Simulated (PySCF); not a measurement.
## Run report: CH8GaN, geometry relaxation

The run: geometry relaxation of CH8GaN (Ga(NH2Me)H3). Method and program: PBE0-D3(BJ)/def2-SVP geometry optimisation, gas phase (PySCF 2.14.0).

It belongs to a series of runs on one base structure; here: donor: NH3 to NH2Me.

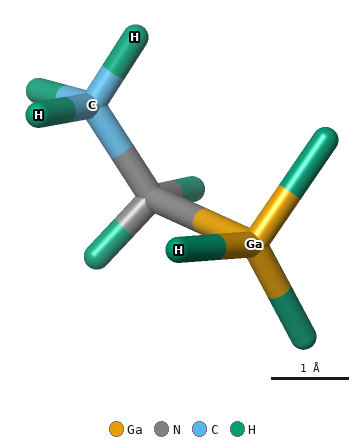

Figure 1. The structure as given in the input (stick view, seen at a tilt). Sticks mark near contacts. Bond lengths as drawn: C–H 1.07 to 1.17 Å, C–N 1.45 Å, Ga–H 1.48 to 1.64 Å, Ga–N 2.19 Å and H–N 1.00 to 1.05 Å.

## The input
```
{"job": {"xc": "PBE0", "basis": "def2-SVP", "d3": "d3bj", "grid": 1, "maxiter": 40, "shake": 0.03, "kind": "geom"}, "charge": 0, "multiplicity": 1}
Ga    -0.190010    -0.482770    -1.681880
N     -0.255160    -0.413870     0.508530
C      0.375580     0.711860     1.159630
H      0.291980    -1.248500     0.839940
H     -1.200850    -0.445340     0.826100
H      0.355940     0.625090     2.264720
H      1.513260     0.730430     0.889220
H      0.013290     1.671220     0.868730
H      1.274950    -0.404350    -1.886010
H     -1.023700     0.916120    -1.903850
H     -1.057210    -1.745390    -1.854230
```

The first line tells a small driver script what to run in PySCF; the rest is the geometry in Å.

Machine: 1 CPU thread, shared host.

Run as:
```bash
OMP_NUM_THREADS=1 python <driver script> task.json out
```

## Log
```
step   0  E = -2021.81782443  max force = 0.063821
step   1  E = -2021.83032397  max force = 0.006716
step   2  E = -2021.83110651  max force = 0.002701
step   3  E = -2021.83128936  max force = 0.000903
step   4  E = -2021.83132208  max force = 0.000463
step   5  E = -2021.83132978  max force = 0.000208
optimisation converged
```

## Trajectory as extended XYZ (Å, eV, eV/Å), 6 frames, from step=0 to step=5
```
11
Properties=species:S:1:pos:R:3:forces:R:3 step=0 energy=-55016.46528
Ga   -0.1900   -0.4828   -1.6819   -1.8714   1.2259   0.5475
N    -0.2552   -0.4139    0.5085    1.8874  -0.6260  -0.1500
C     0.3756    0.7119    1.1596    3.2818  -0.4480   0.5104
H     0.2920   -1.2485    0.8399   -1.2536   0.6500  -0.4396
H    -1.2008   -0.4453    0.8261   -0.9896  -0.6060   0.1891
H     0.3559    0.6251    2.2647   -0.1810   0.1140  -0.1611
H     1.5133    0.7304    0.8892   -1.8425  -0.0782   0.2955
H     0.0133    1.6712    0.8687   -0.7966   0.8949  -0.4949
H     1.2750   -0.4043   -1.8860    1.6105  -0.0639  -0.2155
H    -1.0237    0.9161   -1.9039    0.3301  -0.4853   0.0324
H    -1.0572   -1.7454   -1.8542   -0.1752  -0.5775  -0.1137
11
Properties=species:S:1:pos:R:3:forces:R:3 step=1 energy=-55016.80541
Ga   -0.2060   -0.4407   -1.6456   -0.3453   0.3124   0.2560
N    -0.2372   -0.4297    0.5192    0.2246   0.1789  -0.0165
C     0.4164    0.7135    1.1553    0.2222   0.1515   0.0496
H     0.2322   -1.2858    0.8064   -0.0964  -0.1739   0.0475
H    -1.2072   -0.5010    0.8260   -0.0073  -0.0755  -0.0561
H     0.3927    0.6762    2.2578   -0.1613  -0.0074  -0.0409
H     1.4746    0.7486    0.8620   -0.0062  -0.0822  -0.1342
H    -0.0358    1.6527    0.8073   -0.1057  -0.0662   0.0216
H     1.3541   -0.4101   -1.8614    0.0623  -0.1049  -0.0283
H    -0.9982    0.9271   -1.8415    0.0834  -0.0136  -0.0511
H    -1.0876   -1.7363   -1.8545    0.1298  -0.1191  -0.0476
11
Properties=species:S:1:pos:R:3:forces:R:3 step=2 energy=-55016.82671
Ga   -0.2151   -0.4215   -1.6229   -0.1389   0.1078   0.1164
N    -0.2282   -0.4332    0.5255    0.0080  -0.0430  -0.0485
C     0.4243    0.7158    1.1494   -0.0534   0.0585   0.0030
H     0.2233   -1.3025    0.8078    0.0030  -0.0404   0.0343
H    -1.2005   -0.5096    0.8267    0.0121   0.0117  -0.0378
H     0.3851    0.6854    2.2502   -0.0180   0.0139  -0.0035
H     1.4743    0.7468    0.8344    0.0560   0.0053  -0.0406
H    -0.0578    1.6377    0.7924    0.0201  -0.0315   0.0371
H     1.3529   -0.4183   -1.8440   -0.0198  -0.0644  -0.0154
H    -0.9866    0.9479   -1.8362    0.0307   0.0295  -0.0193
H    -1.0736   -1.7340   -1.8524    0.1003  -0.0475  -0.0256
11
Properties=species:S:1:pos:R:3:forces:R:3 step=3 energy=-55016.83168
Ga   -0.2231   -0.4114   -1.6096   -0.0396   0.0308   0.0099
N    -0.2268   -0.4371    0.5275   -0.0263  -0.0464  -0.0098
C     0.4255    0.7166    1.1463   -0.0463  -0.0149  -0.0209
H     0.2187   -1.3105    0.8108    0.0216   0.0254   0.0163
H    -1.2006   -0.5128    0.8237    0.0060   0.0323  -0.0069
H     0.3852    0.6915    2.2467    0.0231  -0.0054   0.0074
H     1.4742    0.7492    0.8212    0.0001   0.0133   0.0100
H    -0.0644    1.6336    0.7905    0.0189  -0.0026   0.0049
H     1.3459   -0.4286   -1.8353   -0.0174  -0.0226  -0.0093
H    -0.9825    0.9627   -1.8330    0.0168   0.0060   0.0063
H    -1.0540   -1.7385   -1.8579    0.0432  -0.0160  -0.0080
11
Properties=species:S:1:pos:R:3:forces:R:3 step=4 energy=-55016.83257
Ga   -0.2260   -0.4092   -1.6070   -0.0068   0.0009  -0.0158
N    -0.2286   -0.4376    0.5279   -0.0185  -0.0204  -0.0022
C     0.4242    0.7163    1.1455   -0.0238  -0.0089  -0.0057
H     0.2179   -1.3094    0.8146    0.0058   0.0134   0.0067
H    -1.2025   -0.5099    0.8234    0.0014   0.0142   0.0019
H     0.3879    0.6904    2.2462    0.0166  -0.0056   0.0035
H     1.4720    0.7503    0.8181    0.0061   0.0085   0.0065
H    -0.0654    1.6338    0.7921    0.0040   0.0047  -0.0010
H     1.3419   -0.4334   -1.8364   -0.0020  -0.0045  -0.0030
H    -0.9808    0.9666   -1.8304    0.0042   0.0033   0.0093
H    -1.0425   -1.7433   -1.8631    0.0130  -0.0057  -0.0003
11
Properties=species:S:1:pos:R:3:forces:R:3 step=5 energy=-55016.83278
Ga   -0.2264   -0.4095   -1.6078    0.0015  -0.0054  -0.0107
N    -0.2306   -0.4373    0.5278   -0.0009   0.0001  -0.0003
C     0.4230    0.7163    1.1452    0.0036   0.0004  -0.0003
H     0.2165   -1.3077    0.8169   -0.0043  -0.0001   0.0030
H    -1.2046   -0.5072    0.8236   -0.0008   0.0029   0.0020
H     0.3907    0.6885    2.2460    0.0049  -0.0025   0.0003
H     1.4708    0.7517    0.8168   -0.0044   0.0012   0.0005
H    -0.0661    1.6350    0.7941   -0.0035   0.0010   0.0002
H     1.3412   -0.4356   -1.8380    0.0029   0.0029   0.0001
H    -0.9803    0.9671   -1.8276    0.0004   0.0003   0.0041
H    -1.0363   -1.7469   -1.8661    0.0007  -0.0009   0.0011
```

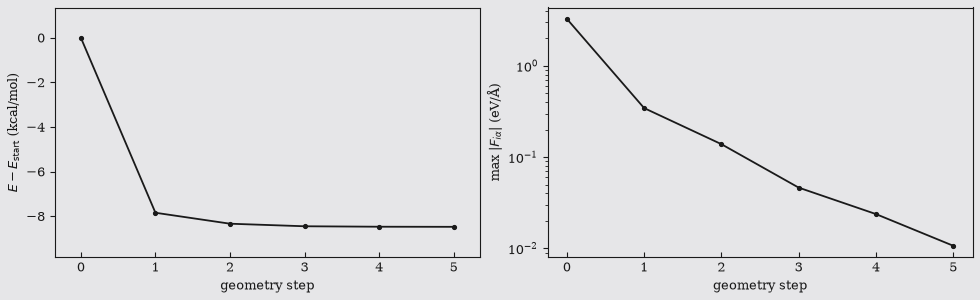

Figure 2. Progress of the relaxation, step by step (steps are counted from 0).

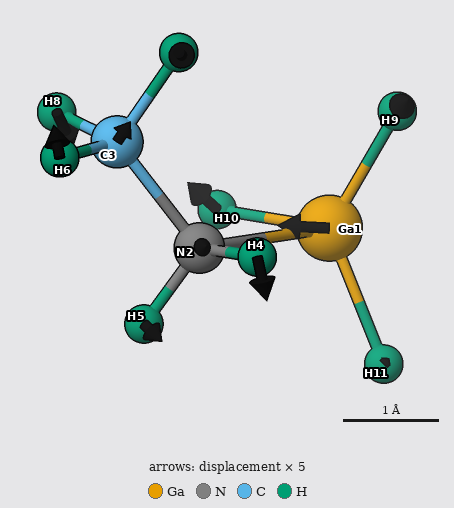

Figure 3. The starting structure with the displacements as black arrows, magnified 5 times (ball-and-stick view, seen at a tilt). The two geometries are laid on each other by the best rigid fit. Over 5 geometry steps the energy falls by 8.47 kcal/mol. The largest force component goes from 3.3 to 0.011 eV/Å. The largest moves after the best rigid fit, 0.11 Å, are those of Ga1 and H8. By element the largest moves are Ga 0.11 Å, H 0.11 Å, C 0.05 Å, N 0.04 Å. Among the contacts that change: Ga1–H9 1.481 → 1.585 Å, C3–H7 1.170 → 1.099 Å, Ga1–H10 1.644 → 1.585 Å, Ga1–N2 2.192 → 2.136 Å. Among the angles that change: H9–Ga1–H11 125.8° → 117.9°, C3–N2–H4 104.4° → 110.9°, N2–C3–H8 115.5° → 109.0°. (Atoms are counted from 1 in the order of the input.)

## Results in brief

- outcome: converged
- total energy: −2021.831330 hartree
- dipole moment: 5.26 D
- point group: C1
- wall time: 16 s
- peak memory: 0.4 GiB
